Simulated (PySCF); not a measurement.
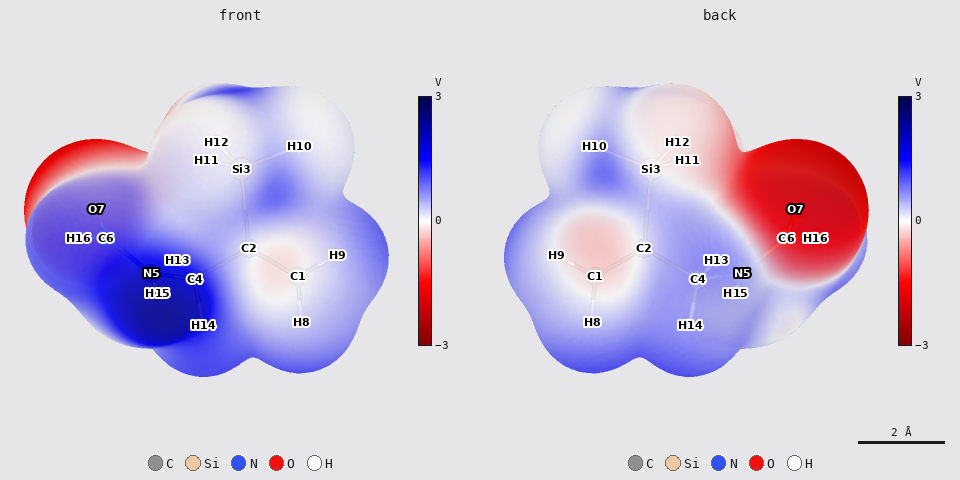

The picture shows: C₄H₉NOSi (SMILES C=C([SiH3])CNC=O). The molecular electrostatic potential painted on the density surface at 0.002 e/bohr³, seen from the front and from behind; the colour scale runs from red (negative) to blue (positive).

Geometry: GFN2-xTB.

The calculation used CAM-B3LYP/def2-SVPD, SCF density, gas phase (PySCF).

```yaml
atoms:
  - { symbol: C, position_ang: [-1.6381, 1.5962, -0.2554] }
  - { symbol: C, position_ang: [-0.8531, 0.5560, -0.0126] }
  - { symbol: Si, position_ang: [-0.5050, -0.1099, 1.7265] }
  - { symbol: C, position_ang: [-0.1890, -0.1776, -1.1476] }
  - { symbol: N, position_ang: [1.2547, -0.1891, -1.0150] }
  - { symbol: C, position_ang: [1.9248, -1.2759, -0.5950] }
  - { symbol: O, position_ang: [1.4317, -2.3474, -0.3468] }
  - { symbol: H, position_ang: [-1.8337, 1.9543, -1.2567] }
  - { symbol: H, position_ang: [-2.1323, 2.1296, 0.5388] }
  - { symbol: H, position_ang: [-1.3168, 0.6657, 2.6663] }
  - { symbol: H, position_ang: [0.9141, 0.0897, 2.0383] }
  - { symbol: H, position_ang: [-0.8583, -1.5246, 1.7739] }
  - { symbol: H, position_ang: [-0.4998, -1.2266, -1.1371] }
  - { symbol: H, position_ang: [-0.4548, 0.2672, -2.1133] }
  - { symbol: H, position_ang: [1.7351, 0.6892, -1.1236] }
  - { symbol: H, position_ang: [3.0130, -1.0879, -0.5209] }
```

### Where is the surface potential most negative and most positive?

The most negative region (about −2.0 V) lies over O7, the most positive (about +2.3 V) over H15. O7 is the likeliest acceptor of a hydrogen bond.

### What dipole moment does the calculation give?

Its dipole moment is 3.86 D.
